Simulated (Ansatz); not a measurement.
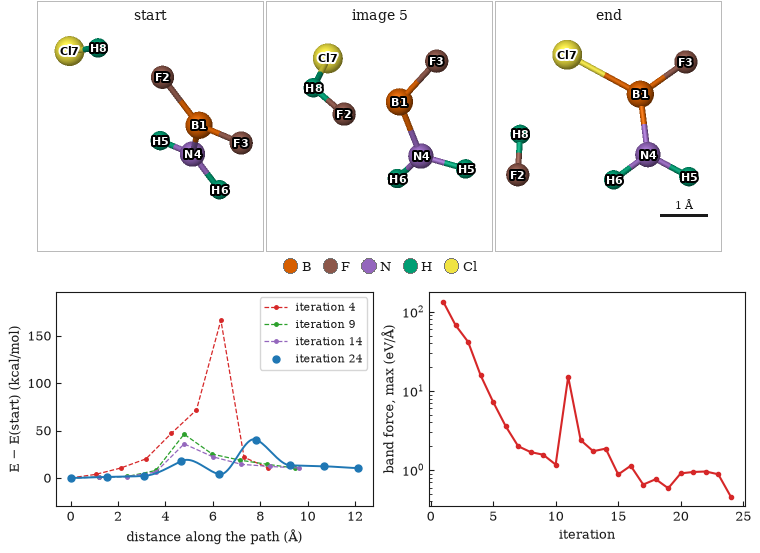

A nudged-elastic-band calculation for BNH₃ClF₂. Images are numbered from 0 (start) to 8 (end). The plot follows the band through its iterations. The picture is a ball-and-stick view, seen from a free direction.

Theory: Ansatz 0.2.0, RKS B3LYP-D4/def2-SVPD. Settings: 7 movable images; climbing image; force threshold 0.5 eV/Å; iteration limit 60; starting path through a guess of the saddle point.

**Did the band converge, and can the barrier be trusted?**

The run met only a loose threshold, so the barrier can't be trusted yet. The band converged in 24 iterations. The largest component of the band force went from 140 to 0.46 eV/Å. The climbing image converged on the top of the path. Its curvatures weren't checked. The force threshold is so loose that the height of the top is at best an upper bound. The first iteration put the highest image at 1013.6 kcal/mol. The highest point, image 5, lies 40.3 kcal/mol above the start and 29.8 kcal/mol above the end; the end is at +10.5 kcal/mol relative to the start. The profile has 2 maxima (images 3, 5) with a dip at image 4 (+3.9 kcal/mol), so the process runs in steps.
